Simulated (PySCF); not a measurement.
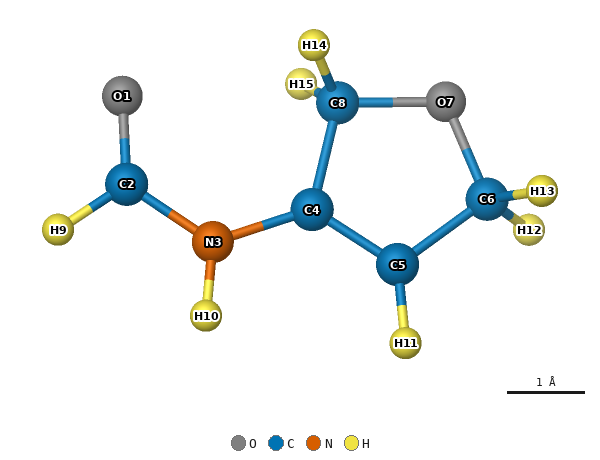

**Figure 1.** The structure (ball-and-stick view, seen at a tilt; atoms are numbered from 1 in the order of the input).

## Excited-state calculation, with input and output: C5H7NO2

C5H7NO2, SMILES O=CNC1=CCOC1, computed with TDA wB97X-D/pcSseg-0, vertical, IEF-PCM tetrahydrofuran (non-equilibrium linear response), core orbitals frozen in the response (PySCF 2.14.0).

The geometry comes from this level: GFN2-xTB. It belongs to a series of runs on one base structure; here: solvent tetrahydrofuran; wB97X-D/pcSseg-0; 25 states, TDA.

**Log**
```
coarse grid: 13008 points
cycle   1  E = -398.7506762291  dE =  1.810e+00  |g| = 9.582e-01  |ddm| = 4.061e+00
cycle   2  E = -398.6129573786  dE =  1.377e-01  |g| = 1.364e+00  |ddm| = 2.258e+00
cycle   3  E = -398.9411114763  dE = -3.282e-01  |g| = 1.071e-01  |ddm| = 1.311e+00
cycle   4  E = -398.9427759446  dE = -1.664e-03  |g| = 6.180e-02  |ddm| = 1.278e-01
cycle   5  E = -398.9434573555  dE = -6.814e-04  |g| = 6.193e-03  |ddm| = 5.619e-02
cycle   6  E = -398.9434686399  dE = -1.128e-05  |g| = 3.202e-03  |ddm| = 1.370e-02
cycle   7  E = -398.9434715895  dE = -2.950e-06  |g| = 6.277e-04  |ddm| = 5.987e-03
final grid: 127056 points
cycle   8  E = -398.8772984372  dE = -8.959e-05  |g| = 5.612e-03  |ddm| = 3.542e-02
cycle   9  E = -398.8773016277  dE = -3.190e-06  |g| = 4.885e-03  |ddm| = 9.108e-03
cycle  10  E = -398.8773058452  dE = -4.217e-06  |g| = 9.291e-04  |ddm| = 4.156e-03
cycle  11  E = -398.8773060020  dE = -1.569e-07  |g| = 4.421e-04  |ddm| = 1.568e-03
cycle  12  E = -398.8773060462  dE = -4.420e-08  |g| = 1.411e-04  |ddm| = 5.475e-04
cycle  13  E = -398.8773060504  dE = -4.171e-09  |g| = 2.462e-05  |ddm| = 1.899e-04
cycle  14  E = -398.8773060507  dE = -3.353e-10  |g| = 1.256e-05  |ddm| = 9.076e-05
```

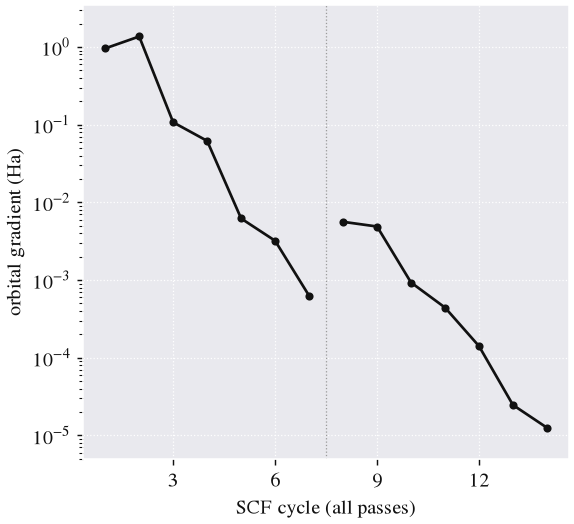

**Figure 2.** Convergence of the self-consistent field: orbital gradient against the SCF cycle. The dotted line marks the change from a coarse to the final integration grid. The first 7 cycles use a coarse grid, the final grid takes over at cycle 8, and the field converges after 14 cycles in all.

```
converged SCF energy = -398.8773060507

Static polarisability (au): isotropic 71.730, principal 41.275 62.963 110.952

Singlet excitations
state   eV       nm        f      main configurations
  1   5.6654    218.8   0.00254   H-2->L 0.86, H-2->L+1 0.13
  2   6.0113    206.3   0.44887   H->L 0.89
  3   6.8548    180.9   0.29822   H-1->L 0.80
  4   7.8414    158.1   0.17744   H->L+1 0.83
  5   8.0678    153.7   0.01010   H->L+2 0.57, H->L+3 0.29
  6   8.1825    151.5   0.01037   H->L+3 0.47, H->L+2 0.23, H-3->L 0.10
  7   8.2411    150.4   0.00157   H-3->L 0.76, H-3->L+1 0.10
  8   8.9029    139.3   0.00235   H-2->L+1 0.84, H-2->L 0.13
  9   8.9824    138.0   0.01034   H-1->L+1 0.85
 10   9.0744    136.6   0.08384   H->L+4 0.70, H->L+3 0.12
 11   9.2359    134.2   0.00212   H-1->L+3 0.64, H-1->L+4 0.10
 12   9.3583    132.5   0.02863   H-4->L 0.68, H-2->L+2 0.10
 13   9.4294    131.5   0.00010   H->L+5 0.76
 14   9.4962    130.6   0.00453   H-5->L 0.79
 15   9.8816    125.5   0.01607   H->L+6 0.47, H-1->L+2 0.18, H-1->L+4 0.09
 16  10.0405    123.5   0.00063   H-1->L+2 0.34, H->L+8 0.16, H->L+6 0.11
 17  10.0567    123.3   0.08199   H-2->L+2 0.74
 18  10.2237    121.3   0.00733   H-8->L 0.69, H-3->L+1 0.08
 19  10.2379    121.1   0.02065   H-1->L+4 0.41, H->L+8 0.24, H-1->L+3 0.11
 20  10.3783    119.5   0.16246   H->L+7 0.90
 21  10.5101    118.0   0.00079   H->L+8 0.36, H->L+6 0.15, H-1->L+6 0.14
 22  10.5657    117.3   0.00111   H-3->L+1 0.68, H-3->L 0.10
 23  10.6206    116.7   0.01673   H-7->L 0.55, H-1->L+5 0.11
 24  10.6903    116.0   0.00286   H-1->L+5 0.65, H-7->L 0.10
 25  10.7341    115.5   0.07726   H->L+9 0.84

Triplet excitations (Tamm-Dancoff, eV): 4.0074 5.1449 5.6697 6.4632 7.6791
```

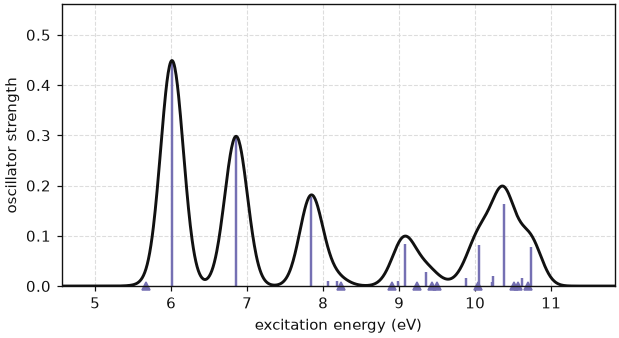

**Figure 3.** Computed excitations as sticks (degenerate states added up, dark ones marked on the axis), with a Gaussian envelope of 0.35 eV full width at half maximum, scaled to the tallest. Of the 25 states the lowest lies at 5.67 eV (f = 0.003); the strongest line is at 6.01 eV, or 206 nm (f = 0.449).

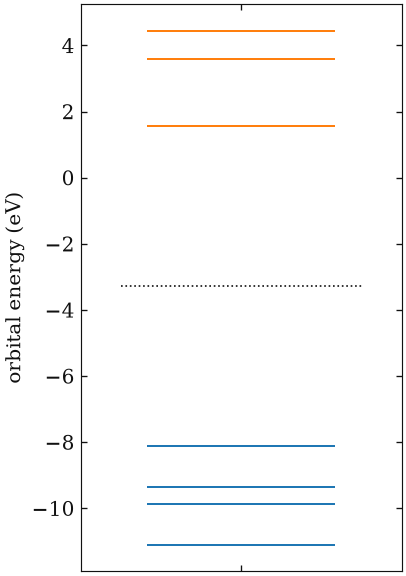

**Figure 4.** Orbital energies near the frontier; the dotted line parts filled from empty levels, and levels within 0.02 eV of each other stand side by side. Highest filled −8.11 eV, lowest empty 1.56 eV, 9.67 eV apart.

This output came from the following input.

**Input**
```
{"job": {"kind": "uv", "xc": "wB97X-D", "basis": "pcSseg-0", "solvent": "tetrahydrofuran", "nstates": 25, "ntriplets": 5, "tda": true}, "charge": 0, "multiplicity": 1}
O      2.232510     1.764399     0.200189
C      2.423717     0.681082    -0.282974
N      1.496768    -0.294967    -0.466993
C      0.152921    -0.220881    -0.126960
C     -0.771386    -1.161936    -0.296776
C     -2.084149    -0.658178     0.210765
O     -1.832304     0.656345     0.685815
C     -0.466069     0.991222     0.508140
H      3.416020     0.351217    -0.644690
H      1.788353    -1.166440    -0.886904
H     -0.653425    -2.140614    -0.720803
H     -2.476050    -1.275411     1.032557
H     -2.848328    -0.621089    -0.579469
H     -0.376156     1.878628    -0.130581
H     -0.006838     1.224612     1.476773
```

The first line tells a small driver script what to run in PySCF; the rest is the geometry in Å.

Run as:
```bash
OMP_NUM_THREADS=1 python <driver script> task.json out
```

**Summary**

- outcome: converged
- total energy: −398.877306 hartree
- HOMO: −8.11 eV
- LUMO: 1.56 eV
- dipole moment: 6.39 D
- mean polarisability: 71.73 a.u.
- lowest singlet excitation: 5.67 eV
- hardware: 1 CPU thread, shared host
- wall time: 22 s
- peak memory: 0.59 GiB

Settings chosen away from the usual ones: solvent tetrahydrofuran; wB97X-D/pcSseg-0; 25 states, TDA.
